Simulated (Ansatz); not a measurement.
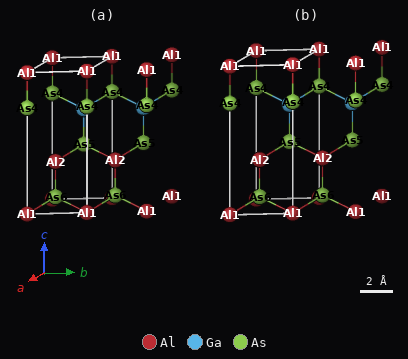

The structure of a crystal of Al2GaAs3 (a generated structure, set up in P3m1) (coarse preliminary run) before (left) and after (right) a relaxation, at one scale.

The picture is a ball-and-stick view of the cell of the calculation, repeated 1 × 2 × 1 with one cell outlined, seen from a free direction.

Theory: DFT PBE, scalar-relativistic, plane waves, PAW (Ansatz 0.2.0). (plane-wave cutoff 420 eV; k-point mesh 6 × 6 × 2; occupations gaussian; smearing width 0.1 eV; no spin polarisation; cell and atoms relaxed; force threshold 0.04 eV/Å; at most 70 steps)

Describe what moved and what it gained.

The atom that moves furthest relative to the cell is an As atom (0.010 Å along −c). By element the largest moves are As 0.010 Å, Al 0.005 Å, Ga 0.002 Å. The drawn cell changes as follows: a = b 3.854 → 4.055 Å (+5.2 %), c 9.439 → 9.912 Å (+5.0 %); the volume changes by +16.3 %. Near-neighbour distances that change, for instance: As–Ga 2.360 → 2.486 Å, Al–As 2.360 → 2.476 Å. The space group stays P3m1 (No. 156). After 3 accepted moves (4 points after the start) the energy has fallen by 126 meV per atom. The largest force component goes from 0.084 to 0.004 eV/Å. The pressure goes from 13.90 to 0.09 GPa. At 1 point the geometry stayed and the basis and grid were re-selected for the new cell (energy shift of 1.3 meV per atom at most each time).
